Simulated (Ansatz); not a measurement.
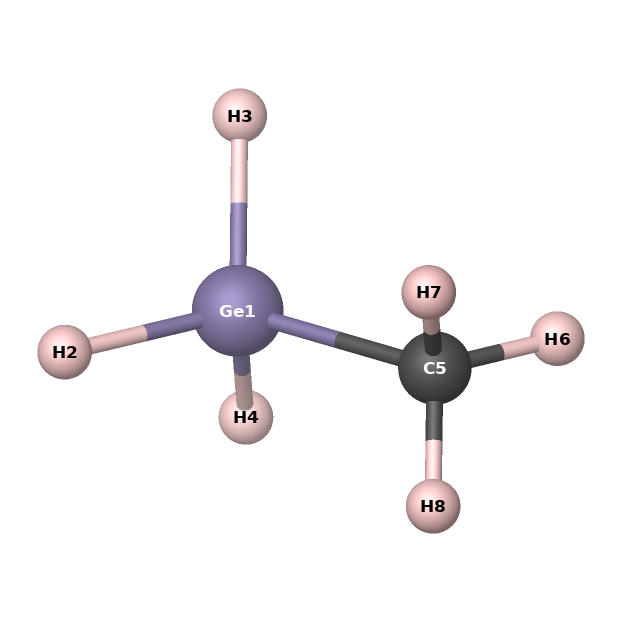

Numbered structure. The computed structure is the end point of a PBE0-D4/def2-TZVP optimisation.

Estimate the angles H2–Ge1–H3, H2–Ge1–C5, Ge1–C5–H6, H6–C5–H7.

```
    angle  degrees
H2–Ge1–H3    108.5
H2–Ge1–C5    110.4
Ge1–C5–H6    110.3
 H6–C5–H7    108.6
```
